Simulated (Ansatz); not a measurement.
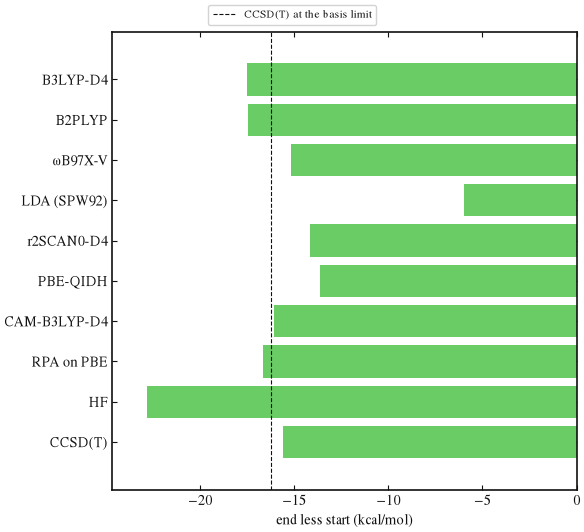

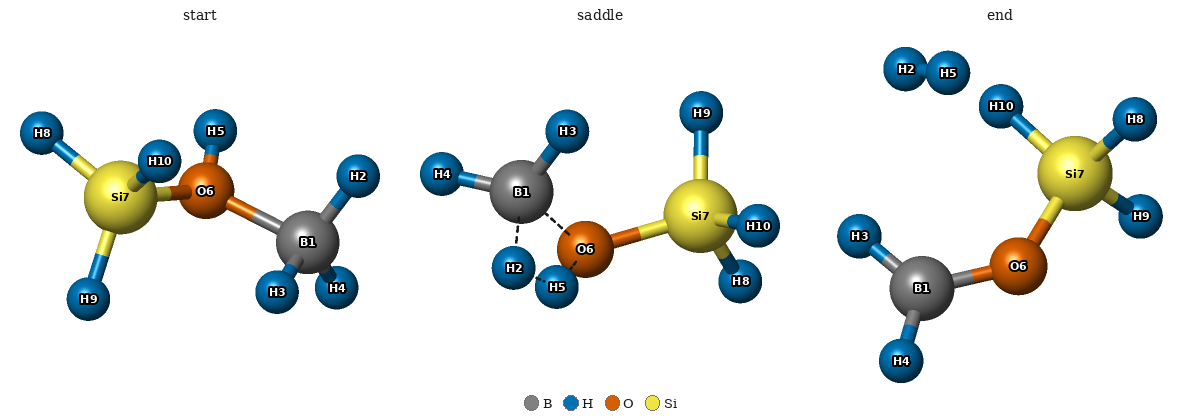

Energy change in one step of BSiH₇O at several levels. In the step H2–H5 (2.47 → 1.04 → 0.75 Å) forms; B1–H2 (1.21 → 1.32 → 3.26 Å) and H5–O6 (0.96 → 1.23 → 3.41 Å) break; B1–O6 (1.65 → 1.59 → 1.35 Å) shortens (lengths at start, saddle and end; changes of bond order aren't listed). Electronic energies at PBE0-D4/def2-TZVP geometries, energies in def2-TZVPP, the Ansatz code 0.2.0; cores frozen in correlated methods, no zero-point terms. Start and end are the structures at the ends of the path (complexes, where there are several molecules). The line is the MP2 basis limit plus CCSD(T) less MP2 in triple zeta. B2PLYP, PBE-QIDH and RPA on PBE hold a correlation term that converges slowly with the basis, so part of the distance to the limit is basis error. No dispersion term is added to B2PLYP and PBE-QIDH. The distance of CCSD(T) to the limit includes basis error. The limit lies 0.6 kcal/mol from CCSD(T) in triple zeta, so the line itself is uncertain by a part of that.

Which level comes closest to the line (CCSD(T) at the basis limit), and which misses most?

Answer. Closest CAM-B3LYP-D4 (−16.1 kcal/mol), against −16.2 kcal/mol; farthest LDA (SPW92) (−6.0 kcal/mol).

Give the values.

Answer.
```tsv
level	kcal/mol	less CCSD(T) at the basis limit
B3LYP-D4	−17.5	−1.3
B2PLYP	−17.4	−1.2
ωB97X-V	−15.2	1.0
LDA (SPW92)	−6.0	10.2
r2SCAN0-D4	−14.1	2.1
PBE-QIDH	−13.6	2.6
CAM-B3LYP-D4	−16.1	0.1
RPA on PBE	−16.6	−0.4
HF	−22.8	−6.6
CCSD(T)	−15.6	0.6
CCSD(T) at the basis limit	−16.2	0.0
```
